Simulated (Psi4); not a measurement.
**Property calculation, with input and output: BNH6 (part 1 of 2)**

- system: BNH6, SMILES [BH3-][NH3+]
- method: CASSCF/cc-pVDZ, RHF (Psi4 1.11)

The geometry comes from this level: PBE0-D4/def2-TZVP.

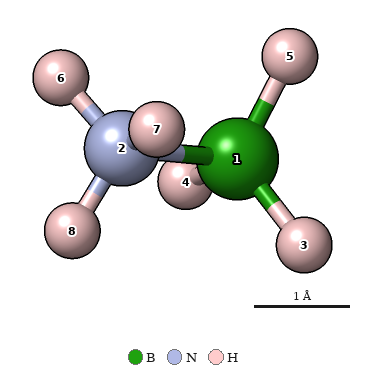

Fig. 1: The input geometry (ball-and-stick view, seen at a tilt; atoms are numbered from 1 in the order of the input). Bond lengths as drawn: B–H 1.21 Å, B–N 1.64 Å and H–N 1.01 Å.

**Key numbers**

- outcome: converged
- total energy: −82.636364 hartree
- SCF energy: −82.623777 hartree
- CASSCF energy: −82.636364 hartree
- correlation energy: −0.012588 hartree
- basis functions: 58
- hardware: 1 thread of Intel Xeon (Granite Rapids), 64 GiB of memory available, shared host
- wall time: 3.6 s
- peak memory: 0.22 GiB

**Notes**

The record of the run, not the program, notes: active space taken by orbital order; may be a local solution.

**Input file (bh6n.inp)**
```
memory 1.6 GB

molecule molecule1 {
  0 1
  B     -0.191300     0.250800    -0.775400
  N      0.206500    -0.255100     0.731700
  H     -0.078200    -0.728400    -1.481000
  H     -1.332600     0.649700    -0.687200
  H      0.604400     1.126600    -1.038400
  H      0.140800     0.507000     1.398700
  H      1.156600    -0.611300     0.755300
  H     -0.414000    -0.996500     1.040500
  units angstrom
  symmetry c1
}

set globals {
  basis cc-pVDZ
  reference rhf
  puream true
  scf_type df
  restricted_docc [8]
  active [3]
  mcscf_type df
  mcscf_maxiter 80
  mcscf_r_convergence 0.0001
  mcscf_e_convergence 1e-06
  nat_orbs true
}

result, w = energy('casscf', return_wfn=True)
oeprop(w, 'DIPOLE', 'QUADRUPOLE', 'MULLIKEN_CHARGES', 'LOWDIN_CHARGES', title='CASSCF')
print_variables()
```

Run as:
```bash
psi4 -i bh6n.inp -o bh6n.out -n 1
```

**The program's output**
```
Psi4 1.11 release

   => Loading Basis Set <=

    Name: CC-PVDZ
    Role: ORBITAL
    Keyword: BASIS

         ---------------------------------------------------------
                                   SCF
                              RHF Reference
                        1 Threads,   1525 MiB Core
         ---------------------------------------------------------

  ==> Geometry <==

    Molecular point group: c1
    Full point group: C1

    Geometry (in Angstrom), charge = 0, multiplicity = 1:

       Center              X                  Y                   Z               Mass
    ------------   -----------------  -----------------  -----------------  -----------------
         B           -0.219090593239     0.278629458998    -0.830045068460    11.009305360000
         N            0.178709406761    -0.227270541002     0.677054931540    14.003074004430
         H           -0.105990593239    -0.700570541002    -1.535645068460     1.007825032230
         H           -1.360390593239     0.677529458998    -0.741845068460     1.007825032230
         H            0.576609406761     1.154429458998    -1.093045068460     1.007825032230
         H            0.113009406761     0.534829458998     1.344054931540     1.007825032230
         H            1.128809406761    -0.583470541002     0.700654931540     1.007825032230
         H           -0.441790593239    -0.968670541002     0.985854931540     1.007825032230

  Running in c1 symmetry.

  Rotational constants: A =      2.46006  B =      0.59897  C =      0.59896 [cm^-1]
  Rotational constants: A =  73750.85617  B =  17956.54550  C =  17956.43346 [MHz]
  Nuclear repulsion =   40.754562783001887

  Charge       = 0
  Multiplicity = 1
  Electrons    = 18
  Nalpha       = 9
  Nbeta        = 9

  ==> Algorithm <==

  SCF Algorithm Type is DF.
  DIIS enabled.
  MOM disabled.
  Fractional occupation disabled.
  Guess Type is SAD.
  Energy threshold   = 1.00e-08
  Density threshold  = 1.00e-08
  Integral threshold = 1.00e-12

  ==> Primary Basis <==

  Basis Set: CC-PVDZ
    Blend: CC-PVDZ
    Number of shells: 30
    Number of basis functions: 58
    Number of Cartesian functions: 60
    Spherical Harmonics?: true
    Max angular momentum: 2

   => Loading Basis Set <=

    Name: (CC-PVDZ AUX)
    Role: JKFIT
    Keyword: DF_BASIS_SCF

  ==> Integral Setup <==

  DFHelper Memory: AOs need 0.008 GiB; user supplied 1.118 GiB.
  SCF_SUBTYPE=INCORE selected. In-core MEM_DF algorithm will be used.
  Using in-core AOs.

  ==> MemDFJK: Density-Fitted J/K Matrices <==

    J tasked:                   Yes
    K tasked:                   Yes
    wK tasked:                   No
    Memory [MiB]:              1144
    Algorithm:                 Core
    Schwarz Cutoff:           1E-12
    Mask sparsity (%):       0.0000
    Fitting Condition:        1E-10

   => Auxiliary Basis Set <=

  Basis Set: (CC-PVDZ AUX)
    Blend: CC-PVDZ-JKFIT
    Number of shells: 102
    Number of basis functions: 278
    Number of Cartesian functions: 312
    Spherical Harmonics?: true
    Max angular momentum: 3

  Minimum eigenvalue in the overlap matrix is 8.1882786080E-03.
  Reciprocal condition number of the overlap matrix is 1.4840977476E-03.
    Using symmetric orthogonalization.

  ==> Pre-Iterations <==

  SCF Guess: Superposition of Atomic Densities via on-the-fly atomic UHF (no occupation information).

   -------------------------
    Irrep   Nso     Nmo
   -------------------------
     A         58      58
   -------------------------
    Total      58      58
   -------------------------

  ==> Iterations <==

                           Total Energy        Delta E     RMS |[F,P]|

   @DF-RHF iter SAD:   -82.00790051925109   -8.20079e+01   0.00000e+00
   @DF-RHF iter   1:   -82.54122303761886   -5.33323e-01   5.96538e-03 ADIIS/DIIS
   @DF-RHF iter   2:   -82.61461398256085   -7.33909e-02   2.15348e-03 ADIIS/DIIS
   @DF-RHF iter   3:   -82.62276583853142   -8.15186e-03   5.78652e-04 ADIIS/DIIS
   @DF-RHF iter   4:   -82.62370449572903   -9.38657e-04   1.79002e-04 ADIIS/DIIS
   @DF-RHF iter   5:   -82.62377251408529   -6.80184e-05   3.06513e-05 DIIS
   @DF-RHF iter   6:   -82.62377658900982   -4.07492e-06   5.54952e-06 DIIS
   @DF-RHF iter   7:   -82.62377671973698   -1.30727e-07   1.04918e-06 DIIS
   @DF-RHF iter   8:   -82.62377672395922   -4.22224e-09   1.66347e-07 DIIS
   @DF-RHF iter   9:   -82.62377672407769   -1.18462e-10   2.25090e-08 DIIS
   @DF-RHF iter  10:   -82.62377672407966   -1.97531e-12   4.03022e-09 DIIS
  Energy and wave function converged.

  ==> Post-Iterations <==

    Orbital Energies [Eh]
    ---------------------

    Doubly Occupied:

       1A    -15.650114     2A     -7.530357     3A     -1.250586
       4A     -0.726430     5A     -0.726392     6A     -0.711127
       7A     -0.509058     8A     -0.408645     9A     -0.408626

    Virtual:

      10A      0.136603    11A      0.215111    12A      0.215118
      13A      0.287324    14A      0.309316    15A      0.309326
      16A      0.315296    17A      0.472477    18A      0.472488
      19A      0.578647    20A      0.660564    21A      0.660603
      22A      0.753803    23A      0.841328    24A      0.841357
      25A      0.847405    26A      0.950079    27A      0.950081
      28A      0.958112    29A      1.015439    30A      1.015457
      31A      1.055137    32A      1.408936    33A      1.408954
      34A      1.513730    35A      1.550568    36A      1.550582
      37A      1.654467    38A      1.674809    39A      1.774742
      40A      1.954520    41A      1.954559    42A      1.979161
      43A      2.064770    44A      2.064774    45A      2.180530
      46A      2.180613    47A      2.195566    48A      2.430417
      49A      2.430450    50A      2.513567    51A      2.586510
      52A      2.586580    53A      2.637541    54A      2.769763
      55A      2.769784    56A      2.933704    57A      3.263609
      58A      3.263629

    Final Occupation by Irrep:
              A
    DOCC [     9 ]
    NA   [     9 ]
    NB   [     9 ]

  @DF-RHF Final Energy:   -82.62377672407966

   => Energetics <=

    Nuclear Repulsion Energy =             40.7545627830018873
    One-Electron Energy =                -190.9140069256736183
    Two-Electron Energy =                  67.5356674185920696
    Total Energy =                        -82.6237767240796614

Computation Completed

Properties will be evaluated at   0.000000,   0.000000,   0.000000 [a0]

Properties computed using the SCF density matrix

 Multipole Moments:

 ------------------------------------------------------------------------------------
     Multipole            Electronic (a.u.)      Nuclear  (a.u.)        Total (a.u.)
 ------------------------------------------------------------------------------------

 L = 1.  Multiply by 2.5417464519 to convert [e a0] to [Debye]
 Dipole X            :          0.4159718            0.1242860            0.5402578
 Dipole Y            :         -0.5288105           -0.1581129           -0.6869234
 Dipole Z            :          1.5755424            0.4708985            2.0464409
 Magnitude           :                                                    2.2252331

 ------------------------------------------------------------------------------------

	total time  =          1 seconds =       0.02 minutes
  Constructing Basis Sets for MCSCF...

   => Loading Basis Set <=

    Name: (CC-PVDZ AUX)
    Role: JKFIT
    Keyword: DF_BASIS_SCF

         ---------------------------------------------------------
                Multi-Configurational Self-Consistent Field
                            (a 'D E T C I' module)

         ---------------------------------------------------------

   ==> Parameters <==

    EX LEVEL       =        2      H0 BLOCKSIZE  =     1000
    VAL EX LEVEL   =        0      H0 GUESS SIZE =     1000
    H0COUPLINGSIZE =        0      H0 COUPLING   =       NO
    MAXITER        =       12      NUM PRINT     =       20
    NUM ROOTS      =        1      ICORE         =        1
    PRINT LVL      =        1      FCI           =      YES
    R CONV         = 1.00e-07      MIXED         =      YES
    E CONV         = 1.00e-06      MIXED4        =      YES
    R4S            =       NO      REPL OTF      =       NO
    DIAG METHOD    =      SEM      FOLLOW ROOT   =        0
    PRECONDITIONER = DAVIDSON      UPDATE        = DAVIDSON
    S              =   0.0000      Ms0           =      YES
    GUESS VECTOR   =  H0BLOCK      OPENTYPE      =     NONE
    COLLAPSE SIZE  =        1      HD AVG        = EVANGELISTI
    MAX NUM VECS   =       13      REF SYM       =     AUTO
    IOPEN        =       NO

    EX ALLOW       =  1  1
    STATE AVERAGE  =  0(1.00)

   ==> CI Orbital and Space information <==

   ------------------------------------
               Space    Total     A
   ------------------------------------
                 Nso       58    58
                 Nmo       58    58
               Ndocc        9     9
               Nsocc        0     0
   ------------------------------------
               MCSCF Spaces
   ------------------------------------
         Frozen DOCC        0     0
     Restricted DOCC        8     8
              Active        3     3
     Restricted UOCC       47    47
         Frozen UOCC        0     0
   ------------------------------------

   ==> Setting up CI strings <==

    There are 3 alpha and 3 beta strings
    The CI space requires 9 (9.00E+00) determinants and 1 blocks

   ==> Setting up DF-MCSCF integrals <==

  DFHelper Memory: AOs need 0.008 GiB; user supplied 1.192 GiB.
  SCF_SUBTYPE=INCORE selected. In-core MEM_DF algorithm will be used.
  Using in-core AOs.

  ==> MemDFJK: Density-Fitted J/K Matrices <==

    J tasked:                   Yes
    K tasked:                   Yes
    wK tasked:                   No
    Memory [MiB]:              1220
    Algorithm:                 Core
    Schwarz Cutoff:           1E-12
    Mask sparsity (%):       0.0000
    Fitting Condition:        1E-10

   => Auxiliary Basis Set <=

  Basis Set: (CC-PVDZ AUX)
    Blend: CC-PVDZ-JKFIT
    Number of shells: 102
    Number of basis functions: 278
    Number of Cartesian functions: 312
    Spherical Harmonics?: true
    Max angular momentum: 3
```
